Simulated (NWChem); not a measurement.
**One shape, several levels: C2H5I (iodoethane)**

We compute a comparison of 6 runs (HF/STO-3G, PBE/6-311G**, r2SCAN/def2-SVP, PBE/def2-SVP, PBE/def2-TZVP, CCSD(T)/def2-SVP) of C2H5I (iodoethane). 

The results are computed with NWChem 7.3.0.

## 1. The molecule

The species is C2H5I (8 atoms), meant as a singlet with charge 0. As SMILES, `CCI`. The shape is that of a PBE0-D4/def2-TZVP optimisation.

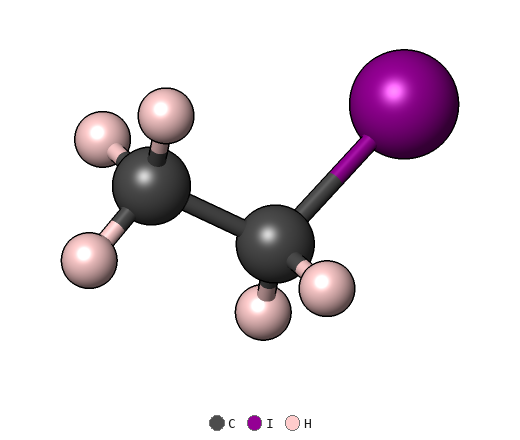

The structure, seen from a chosen angle (carbon dark grey, iodine purple, hydrogen pink).

## 2. Energy and gradient at HF/STO-3G (run 1)

Input file run.py:

```python
from ase import Atoms
from ase.calculators.nwchem import NWChem

atoms = Atoms(['C', 'C', 'I', 'H', 'H', 'H', 'H', 'H'], positions=[
    [-0.500190, 0.582180, -0.299820],
    [0.252650, -0.633920, 0.174030],
    [2.115470, -0.115950, 1.112190],
    [-1.438760, 0.268350, -0.769010],
    [0.074520, 1.146430, -1.035610],
    [-0.741840, 1.250300, 0.527990],
    [0.528870, -1.300840, -0.639770],
    [-0.290720, -1.196550, 0.930020],
])

calc = NWChem(
    label='c2h5i',
    theory='scf',
    memory='2200 mb',
    basis='STO-3G',
    basispar='spherical bse',
    scf={'nopen': '0', 'rhf': None, 'thresh': '1e-08', 'maxiter': '80'},
)
atoms.calc = calc

forces = atoms.get_forces()
print("Total energy (eV):", round(atoms.get_potential_energy(), 6))
print("forces (eV/A):")
for s, f in zip(atoms.symbols, forces):
    print(f"{s:2s} {f[0]:10.5f} {f[1]:10.5f} {f[2]:10.5f}")
print("dipole (e A):", atoms.get_dipole_moment().round(4))
```

Run with:

```
$ export ASE_NWCHEM_COMMAND="nwchem PREFIX.nwi > PREFIX.nwo"
$ python run.py
```

Log:

```text
Total energy (eV): -188531.839752
forces (eV/A):
C    -1.07426    0.93177   -0.62298
C     1.67626   -0.82039    0.92909
I    -0.11606   -0.00884   -0.05996
H     0.24914    0.16846    0.11894
H    -0.10665   -0.14810    0.14830
H     0.05204   -0.16820   -0.15565
H    -0.39878    0.03029   -0.06669
H    -0.28169    0.01507   -0.29110
dipole (e A): [-0.3743 -0.0809 -0.19  ]
```

The calculator wrote c2h5i.nwi:

```
title "c2h5i"

permanent_dir c2h5i

scratch_dir c2h5i

start c2h5i

geometry units angstrom nocenter noautosym noautoz
  C  -5.0019000000000002e-01 5.8218000000000003e-01 -2.9981999999999998e-01
  C  2.5264999999999999e-01 -6.3392000000000004e-01 1.7402999999999999e-01
  I  2.1154700000000002e+00 -1.1595000000000000e-01 1.1121900000000000e+00
  H  -1.4387600000000000e+00 2.6834999999999998e-01 -7.6900999999999997e-01
  H  7.4520000000000003e-02 1.1464300000000001e+00 -1.0356099999999999e+00
  H  -7.4184000000000005e-01 1.2503000000000000e+00 5.2798999999999996e-01
  H  5.2886999999999995e-01 -1.3008400000000000e+00 -6.3976999999999995e-01
  H  -2.9071999999999998e-01 -1.1965500000000000e+00 9.3001999999999996e-01
end

memory 2200 mb

basis spherical bse noprint
   * library STO-3G
end

scf
  nopen 0
  rhf
  thresh 1e-08
  maxiter 80
end

task scf gradient
```

c2h5i.nwo:

```text
Northwest Computational Chemistry Package (NWChem) 7.3.0
             --------------------------------------------------------

           Job information
           ---------------

    nwchem branch   = 7.3.0
    use scalapack   = T
    input           = c2h5i.nwi
    prefix          = c2h5i.
    data base       = c2h5i/c2h5i.db
    status          = startup
    nproc           =        1

           Memory information
           ------------------

[... 5 lines left out ...]
    hardfail = no
[... 135 lines left out ...]
         Quadratically convergent ROHF
[... 14 lines left out ...]
       Final RHF  results
[... 4 lines left out ...]
      Two-electron energy =   2832.007695304856
[... 51 lines left out ...]
                       ROHF Final Molecular Orbital Analysis
[... 184 lines left out ...]
                 ----------------------------------------
                 |  Time  |  1-e(secs)   |  2-e(secs)   |
                 ----------------------------------------
                 |  CPU   |       0.00   |       1.30   |
                 ----------------------------------------
                 |  WALL  |       0.00   |       1.30   |
                 ----------------------------------------

 Task  times  cpu:        6.5s     wall:        6.5s
 Total times  cpu:        6.5s     wall:        6.5s
```

Wall time 7.8 s (1 thread of Intel Xeon Platinum 8223CL at 3.00GHz (Skylake/Cascade Lake), shared host); peak memory 0.1 GiB.

## 3. Energy and gradient at PBE/6-311G(d,p) (run 2)

Input file calc.nw:

```
start calc
title "C2H5I"
memory stack 880 mb heap 220 mb global 1100 mb

geometry units angstroms noautosym nocenter noautoz
  C       -0.500190       0.582180      -0.299820
  C        0.252650      -0.633920       0.174030
  I        2.115470      -0.115950       1.112190
  H       -1.438760       0.268350      -0.769010
  H        0.074520       1.146430      -1.035610
  H       -0.741840       1.250300       0.527990
  H        0.528870      -1.300840      -0.639770
  H       -0.290720      -1.196550       0.930020
end

basis "ao basis" spherical bse
  C library 6-311G**
  I library 6-311G**
  H library 6-311G**
end

dft
  xc xpbe96 cpbe96
  mult 1
  grid fine
  convergence energy 1e-08
  maxiter 100
  mulliken
  print low
end

task dft gradient
```

Run with:

```
$ nwchem calc.nw > calc.out
```

Log:

```text
[...]
 d= 0,ls=0.0,diis     1  -6997.9906820181 -7.21D+03  6.50D-03  8.36D+00     4.2
[...]
 d= 0,ls=0.0,diis    10  -6998.0478458762 -7.35D-09  8.85D-07  2.75D-08    32.0
         Total DFT energy =    -6998.047845876192
      One electron energy =   -10045.279160337413
           Coulomb energy =     3019.855287554965
    Exchange-Corr. energy =     -188.544169010260
 Nuclear repulsion energy =      215.920195916517
[...]
                         DFT ENERGY GRADIENTS
    atom               coordinates                        gradient
                 x          y          z           x          y          z
   1 C      -0.945222   1.100161  -0.566578    0.001311  -0.000427   0.000716
   2 C       0.477439  -1.197935   0.328869    0.003894   0.001406   0.001947
   3 I       3.997659  -0.219114   2.101734   -0.011445  -0.002521  -0.005808
   4 H      -2.718862   0.507108  -1.453218    0.004717   0.001283   0.002377
   5 H       0.140822   2.166439  -1.957019   -0.002516  -0.003011   0.003731
   6 H      -1.401874   2.362724   0.997756    0.001447  -0.003516  -0.003858
   7 H       0.999419  -2.458231  -1.208990   -0.000673   0.003641   0.004218
   8 H      -0.549381  -2.261152   1.757483    0.003265   0.003145  -0.003323
 Task  times  cpu:       41.4s     wall:       41.4s
 Total times  cpu:       41.4s     wall:       41.4s
```

It took 42 s on 1 thread of Intel Xeon Platinum 8223CL at 3.00GHz (Skylake/Cascade Lake), shared host; peak memory 0.14 GiB.

Runs 3 to 5 aren't shown in full; the table further down has their settings and results.

## 4. The energy at CCSD(T)/def2-SVP (core potential) (run 6)

Input file calc.nw:

```
start calc
title "C2H5I"
memory 2200 mb

geometry noautosym nocenter noautoz
  C    -0.500190    0.582180   -0.299820
  C     0.252650   -0.633920    0.174030
  I     2.115470   -0.115950    1.112190
  H    -1.438760    0.268350   -0.769010
  H     0.074520    1.146430   -1.035610
  H    -0.741840    1.250300    0.527990
  H     0.528870   -1.300840   -0.639770
  H    -0.290720   -1.196550    0.930020
end

basis spherical bse
  * library def2-SVP
end

ecp bse
  I library def2-SVP
end

scf
  thresh 1e-08
  maxiter 80
end

ccsd
  freeze core 6
  maxiter 60
end

task ccsd(t)
```

Run with:

```
$ nwchem calc.nw > calc.out
```

Log:

```text
[...]
  functions       =    79
[...]
  wavefunction    = RHF
[...]
         Total SCF energy =   -375.241120843588
      One-electron energy =   -864.172511407135
      Two-electron energy =    367.572259559870
 Nuclear repulsion energy =    121.359131003676
        Time for solution =     12.4s
[...]
 Total MP2 energy:           -375.654465598482432
[...]
             energy      energy      error      ampl     ampl      Block
                                                time     time      time
[...]
 Total CCSD energy:           -375.691331586691206
[...]
 Total CCSD+T(CCSD) energy:           -375.704195938761188
[...]
 Total CCSD(T) energy:                -375.703775912866604
[...]
```

Run time: 1.9 min. Hardware: 1 thread of Intel Xeon Platinum 8223CL at 3.00GHz (Skylake/Cascade Lake), shared host; peak memory 0.23 GiB.

## 5. All runs side by side

```csv
run,level,iteration cap,module,energy (Eh),HOMO energy (eV),LUMO energy (eV),HOMO–LUMO gap (eV),wall time
1,HF/STO-3G,80,scf,-6928.417376,-7.28,8.16,15.44,7.8 s
2,PBE/6-311G**,100,dft,-6998.047846,–,–,–,42 s
3,r2SCAN/def2-SVP (core potential),100,dft,-376.924952,–,–,–,58 s
4,PBE/def2-SVP (core potential),100,dft,-376.732623,-5.92,-1.44,4.48,40 s
5,PBE/def2-TZVP (core potential),100,dft,-376.832791,-6.06,-1.62,4.44,89 s
6,CCSD(T)/def2-SVP (core potential),80,ccsd(t),-375.703776,-9.68,3.09,12.77,1.9 min
```

## 6. What came out

| quantity | value |
| --- | --- |
| run 6: total energy | -375.70378 Eh |
| run 6: HOMO energy (Hartree–Fock orbitals) | -9.68 eV |
| run 6: LUMO energy (Hartree–Fock orbitals) | 3.09 eV |
| run 6: HOMO–LUMO gap (Hartree–Fock orbitals) | 12.77 eV |
| run 6: correlation energy (6 core orbitals frozen) | -462.7 mEh |
| run 6: (T) correction | -12.44 mEh |

**Reading.** Over runs 1, 4, 5 the dipole moment (its size) runs from 1.85 D (PBE/def2-SVP) to 2.05 D (HF/STO-3G). The two ends differ in method and basis and core potential. Over runs 1, 4, 5 the HOMO–LUMO gap runs from 4.44 eV (PBE/def2-TZVP) to 15.44 eV (HF/STO-3G). Totals of different functionals can't be ranked against each other. Some runs of one species differ in core potentials or relativity; totals across that change don't compare. In run 1 the basis is minimal, so the values are rough. In runs 1, 2 relativity is left out where basis or elements ask for it. All runs together took 5.9 min, the longest 1.9 min.
